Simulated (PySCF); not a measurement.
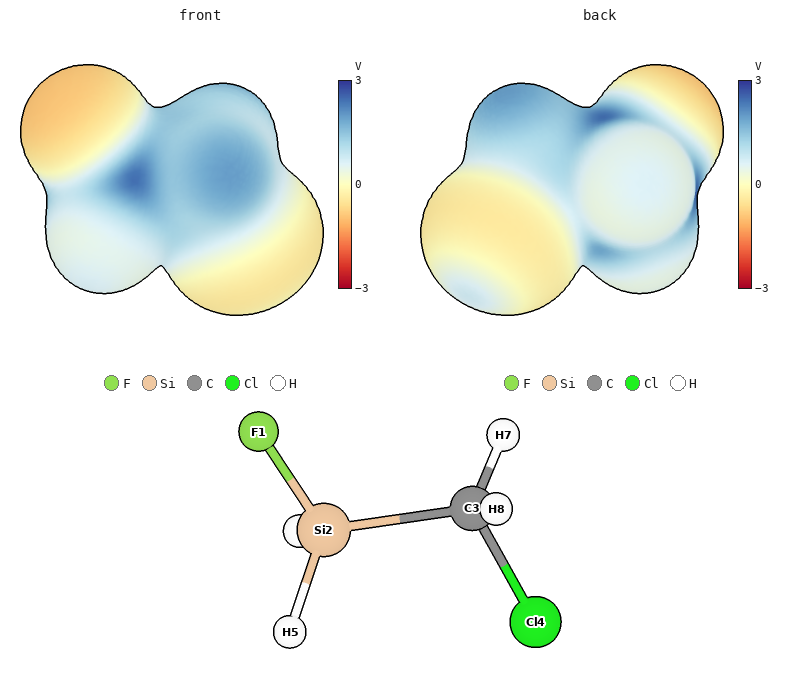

The picture shows: CH4ClFSi (Chloromethylfluorosilane). The molecular electrostatic potential painted on the density surface at 0.004 e/bohr³, seen from the front and from behind; the colour scale runs from red (negative) to blue (positive). The bare structure is drawn below in the same view.

Geometry: PBE0-D3(BJ)/def2-TZVP.

Method: PBE0/pcSseg-2, SCF density, gas phase, non-relativistic in PySCF.

Input

```
{"job": {"kind": "nmr", "xc": "PBE0", "basis": "pcSseg-2"}, "charge": 0, "multiplicity": 1}
F      1.797411    -1.098304    -0.434877
Si     0.902243     0.096035     0.148937
C     -0.895960    -0.243017    -0.243165
Cl    -1.780033     1.153297     0.442862
H      1.090311     0.145427     1.615404
H      1.324328     1.356219    -0.500647
H     -1.108058    -0.282760    -1.311104
H     -1.279245    -1.146810     0.229540
```

Run with:

```sh
OMP_NUM_THREADS=1 python probes_run.py task.json out
```

> Describe the electrostatic potential map.

The most negative region (about −0.9 V) lies over F1, the most positive (about +2.4 V) over Si2. Cl4 shows a σ-hole: about +0.7 V at the tip opposite its bond, against about −0.2 V on its flanks.

> What dipole moment does the calculation give?

Its dipole moment is 0.64 D.
